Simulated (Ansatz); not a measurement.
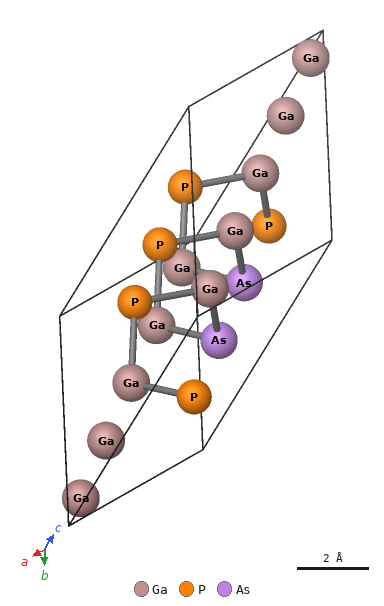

View slightly off an axis, drawn as a ball-and-stick model. The frame is the simulation cell; atoms at its boundary are shown with their periodic copies.

The run was set up as follows:
```yaml
crystal:
  lattice:
    - [-1.9787545121, 1.9787545121, 14.0162538275]
    - [1.9787545121, -1.9787545121, 14.0162538275]
    - [1.9787545121, 1.9787545121, -14.0162538275]
  atoms:
    - { symbol: Ga, position: [0.9029936467, 0.9029936467, 0.0] }
    - { symbol: Ga, position: [0.5, 0.5, 0.0] }
    - { symbol: Ga, position: [0.0970063533, 0.0970063533, 0.0] }
    - { symbol: Ga, position: [0.70143514, 0.70143514, 0.0] }
    - { symbol: Ga, position: [0.29856486, 0.29856486, 0.0] }
    - { symbol: P, position: [0.5485215124, 0.0485215124, 0.5] }
    - { symbol: P, position: [0.75, 0.25, 0.5] }
    - { symbol: P, position: [0.9514784876, 0.4514784876, 0.5] }
    - { symbol: As, position: [0.1492247888, 0.6492247888, 0.5] }
    - { symbol: As, position: [0.3507752112, 0.8507752112, 0.5] }
basis:
  ecutwfc: 420
kpoints:
  mp_grid: { grid: [10, 10, 10] }
  band_path:
    path:
      - [[0.0, 0.0, 0.0], [0.0, 0.0, 0.5], [0.25, 0.25, 0.25], [0.0, 0.5, 0.0], [0.0, 0.0, 0.0], [0.5, 0.5, -0.5], [0.25498264, 0.74501736, -0.25498264]]
      - [[-0.25498264, 0.25498264, 0.25498264], [0.0, 0.0, 0.0]]
      - [[0.0, 0.0, 0.5], [-0.00996529, 0.00996529, 0.5]]
      - [[0.5, 0.5, -0.00996529], [0.5, 0.5, -0.5]]
    npoints: 14
hamiltonian:
  xc: pbe
scf:
  occupations: { method: gaussian, width: 0.02 }
  n_extra_bands: 25
output:
  forces: true
  stress: true
  eigenvalues: true
  populations: true
  dos: { projected: true, de: 0.02, nscf_kmesh: { grid: [15, 15, 15] } }
  bader: true
```
Run as:
```sh
ansatz run input.yaml --threads 4 --pin off --max-ram 8192MiB --backend cpu --events-out ev --progress --plain --runs-dir out
```

Theory: Ansatz 0.2.0, DFT PBE, scalar-relativistic, plane waves, PAW. Numerical settings: a cutoff energy of 420 eV, a 10×10×10 mesh of k-points, Gaussian smearing of 0.02 eV, no spin polarisation.

Question: State the Bader charges by element.

Answer: Ga +0.76 to +0.83 e; As -0.69 e; P -0.83 e. The transfer is large, as in an ionic solid.

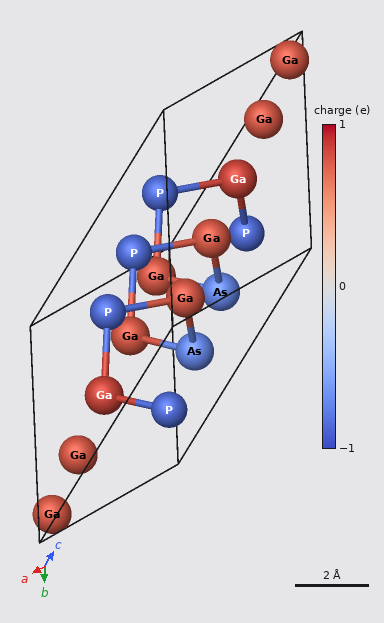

The atoms coloured by those charges.

It goes back to a structure type filled with these elements by a generator (whether the compound takes this form wasn't checked). Earlier steps of the study, as a rule a relaxation of our own, may have changed the cell and positions, so they can lie some per cent off the listed ones. Ansatz was used for an electronic-structure calculation on it.
